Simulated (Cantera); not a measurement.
A closed system holds: 1 mol MgO, 0.0085 mol C, 0.16 mol H2, at 1.00 bar.

These are equilibrium values from Cantera (NASA tables, ideal gas, pure condensed phases), not measurements of a reactor. Candidate condensed phases: C, C6H6, C7H8, C8H18, H2O, Mg, MgCO3, MgO, Mg(OH)2; 116 gas species. The tables' values for MgH are old estimates; treat these amounts as uncertain. Equilibrium is a limit: real reactors are often held back by kinetics, nucleation or transport.

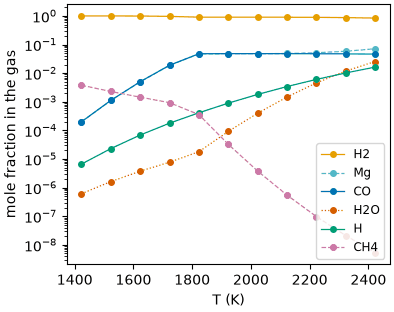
Figure. Equilibrium gas composition (values under 1e-9 drawn at 1e-9)

From 1423 K to 1723 K the condensed part is C(graphite) + MgO(s). From 1823 K to 2423 K the condensed part is MgO(s). The main Mg-bearing gas is Mg throughout.
